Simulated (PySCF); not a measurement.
Potential energy curve for SiO, singlet.

Levels: UCCSD(T) = CCSD(T) on UHF/6-31G, 6 core orbitals frozen (PySCF); RHF/6-31G (PySCF); RKS-CAM-B3LYP = restricted CAM-B3LYP/6-31G run with PySCF.

Energies are in eV, each relative to the lowest point of its own curve near equilibrium.

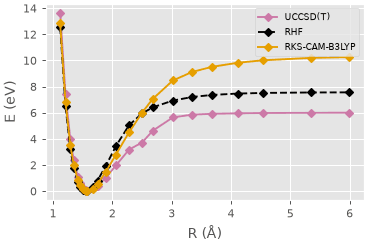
Figure. Energy against bond length for each method.

```json
[
 {"R / Å": "1.12", "UCCSD(T)": "13.663", "RHF": "12.540", "RKS-CAM-B3LYP": "12.835"},
 {"R / Å": "1.21", "UCCSD(T)": "7.422", "RHF": "6.484", "RKS-CAM-B3LYP": "6.785"},
 {"R / Å": "1.29", "UCCSD(T)": "4.009", "RHF": "3.249", "RKS-CAM-B3LYP": "3.520"},
 {"R / Å": "1.35", "UCCSD(T)": "2.345", "RHF": "1.730", "RKS-CAM-B3LYP": "1.961"},
 {"R / Å": "1.42", "UCCSD(T)": "1.094", "RHF": "0.658", "RKS-CAM-B3LYP": "0.826"},
 {"R / Å": "1.46", "UCCSD(T)": "0.631", "RHF": "0.302", "RKS-CAM-B3LYP": "0.429"},
 {"R / Å": "1.51", "UCCSD(T)": "0.250", "RHF": "0.061", "RKS-CAM-B3LYP": "0.131"},
 {"R / Å": "1.55", "UCCSD(T)": "0.072", "RHF": "0.000", "RKS-CAM-B3LYP": "0.021"},
 {"R / Å": "1.58", "UCCSD(T)": "0.000", "RHF": "0.017", "RKS-CAM-B3LYP": "0.000"},
 {"R / Å": "1.67", "UCCSD(T)": "0.121", "RHF": "0.319", "RKS-CAM-B3LYP": "0.178"},
 {"R / Å": "1.75", "UCCSD(T)": "0.376", "RHF": "0.808", "RKS-CAM-B3LYP": "0.553"},
 {"R / Å": "1.89", "UCCSD(T)": "1.033", "RHF": "1.939", "RKS-CAM-B3LYP": "1.482"},
 {"R / Å": "2.06", "UCCSD(T)": "1.963", "RHF": "3.451", "RKS-CAM-B3LYP": "2.799"},
 {"R / Å": "2.28", "UCCSD(T)": "3.179", "RHF": "5.035", "RKS-CAM-B3LYP": "4.492"},
 {"R / Å": "2.50", "UCCSD(T)": "3.713", "RHF": "5.946", "RKS-CAM-B3LYP": "6.000"},
 {"R / Å": "2.68", "UCCSD(T)": "4.614", "RHF": "6.407", "RKS-CAM-B3LYP": "7.055"},
 {"R / Å": "3.02", "UCCSD(T)": "5.641", "RHF": "6.930", "RKS-CAM-B3LYP": "8.468"},
 {"R / Å": "3.35", "UCCSD(T)": "5.855", "RHF": "7.205", "RKS-CAM-B3LYP": "9.128"},
 {"R / Å": "3.68", "UCCSD(T)": "5.915", "RHF": "7.360", "RKS-CAM-B3LYP": "9.511"},
 {"R / Å": "4.11", "UCCSD(T)": "5.953", "RHF": "7.464", "RKS-CAM-B3LYP": "9.822"},
 {"R / Å": "4.54", "UCCSD(T)": "5.976", "RHF": "7.513", "RKS-CAM-B3LYP": "10.013"},
 {"R / Å": "5.34", "UCCSD(T)": "5.993", "RHF": "7.548", "RKS-CAM-B3LYP": "10.194"},
 {"R / Å": "5.99", "UCCSD(T)": "5.997", "RHF": "7.557", "RKS-CAM-B3LYP": "10.257"}
]
```

At the longest distance, 5.99 Å, RKS-CAM-B3LYP lies highest above its minimum (10.257 eV) and UCCSD(T) lowest (5.997 eV).

The unrestricted solution behind UCCSD(T) changes between 2.06 and 2.28 Å and between 2.28 and 2.50 Å, which can leave a kink. The unrestricted determinant behind UCCSD(T) is spin-contaminated at 1.67 to 5.99 Å (<S²> up to 2.0, against 0.00 for a pure singlet). The restricted form behind RHF, RKS-CAM-B3LYP keeps the bonding electrons paired and can't separate into open-shell fragments. At the longest distance RKS-CAM-B3LYP leaves fractional charges on the fragments, a sign of delocalisation error or of the restricted form.
